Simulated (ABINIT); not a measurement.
Band structure of Be (P6_3/mmc, 4 atoms in the cell).

```yaml
crystal:
  lattice:
    - [2.26275, 0.00000, 0.00000]
    - [-1.13138, 1.95960, 0.00000]
    - [0.00000, 0.00000, 7.28041]
  atoms:
    - { symbol: Be, position: [0.00000, 0.00000, 0.00000] }
    - { symbol: Be, position: [0.00000, 0.00000, 0.50000] }
    - { symbol: Be, position: [0.33333, 0.66667, 0.25000] }
    - { symbol: Be, position: [0.66667, 0.33333, 0.75000] }
```

Computed with PBE, norm-conserving pseudopotentials (PseudoDojo nc-sr-05 PBE standard) (plane waves; ABINIT).

Settings: pseudos = [Be.upf]; ecut = 44 Ha; occopt = 7; tsmear = 0.2 eV; ngkpt = 22 22 6; nshiftk = 1; shiftk = 0 0 0; potentials = PseudoDojo nc-sr-05 PBE standard; kptopt = 1; nstep = 50; tolvrs1 = 1e-12; ndtset = 2; getden2 = 1.

The starting cell was generated: these elements placed on a structure prototype, without a prior relaxation; it need not be a known phase or ordering of this composition. Its lattice was rescaled by a random factor within 2.5 % of one.

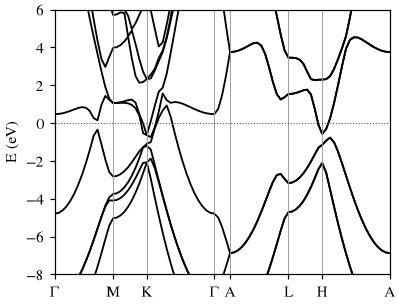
Figure. Bands along the path, energies from the Fermi level.

Levels in eV from the Fermi level, bands 5 to 12:
```tsv
point	5	6	7	8	9	10	11	12
Γ	-11.46	-9.38	-9.36	-4.79	0.47	9.72	9.72	16.07
M	-5.03	-4.09	-3.75	-2.82	1.06	1.06	3.98	5.72
K	-2.08	-2.08	-1.21	-1.09	-0.64	-0.64	2.33	2.33
A	-10.93	-10.93	-6.87	-6.87	3.76	3.76	16.25	16.25
L	-4.71	-4.71	-3.17	-3.17	1.54	1.54	3.46	3.46
H	-2.11	-2.11	-1.15	-1.15	-0.57	-0.57	2.30	2.30
```

Bands cross the Fermi level along this path, so the cell is metallic at this level.
